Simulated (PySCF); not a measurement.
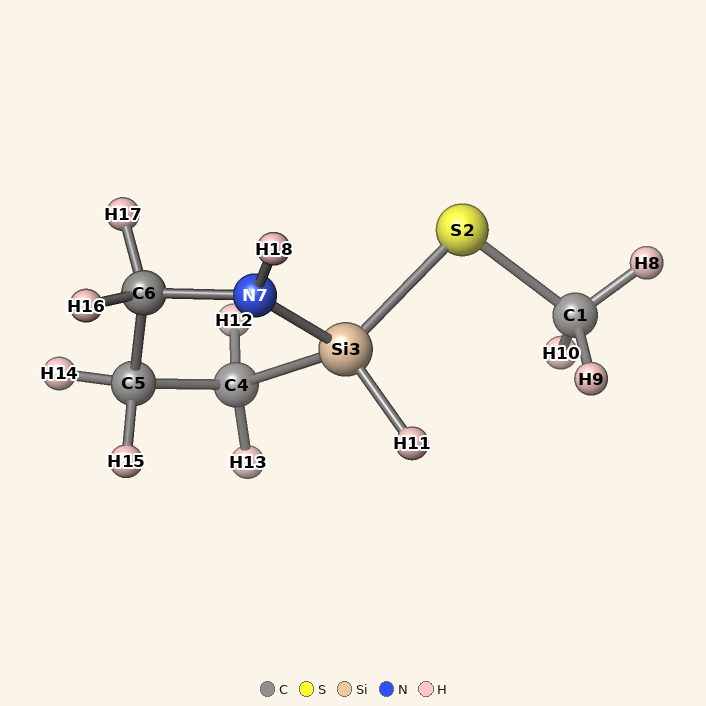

Atoms fade into the background with distance from the viewer. The geometry was computed by an optimisation with PBE0-D3(BJ)/def2-SVP. No frequency run is at hand to confirm it as a minimum.

Q: How is the 5-membered ring Si3–C4–C5–C6–N7 puckered?

A: It is an envelope, with C5 as the flap. The Cremer–Pople amplitude Q is 0.38 Å.

Q: Give the torsion angles round the ring, beginning with the bond from its second to its third atom.

A: 36°, −41°, 26°, −4°, −19°.
